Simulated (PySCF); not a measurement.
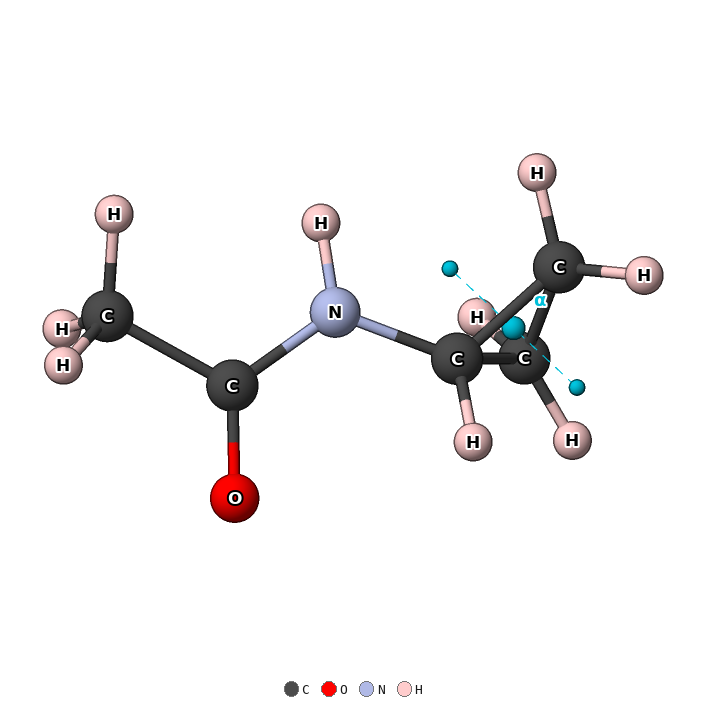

The small points mark where nucleus-independent chemical shifts (NICS) were computed: at the centre of each lettered ring and 1 Å above and below it. Geometry: a frame of a GFN2-xTB molecular-dynamics simulation, not a minimum. Level of theory: GIAO PBE0/pcSseg-1 NMR shielding, non-relativistic, gas phase (PySCF 2.14.0).

Give NICS(0), NICS(1) and the out-of-plane component NICS(1)zz for each ring (means of the two sides).

| ring | members | NICS(0) | NICS(1) | NICS(1)zz |
| --- | --- | --- | --- | --- |
| α | C3 | −41.0 | −8.1 | −20.8 |

Values in ppm.
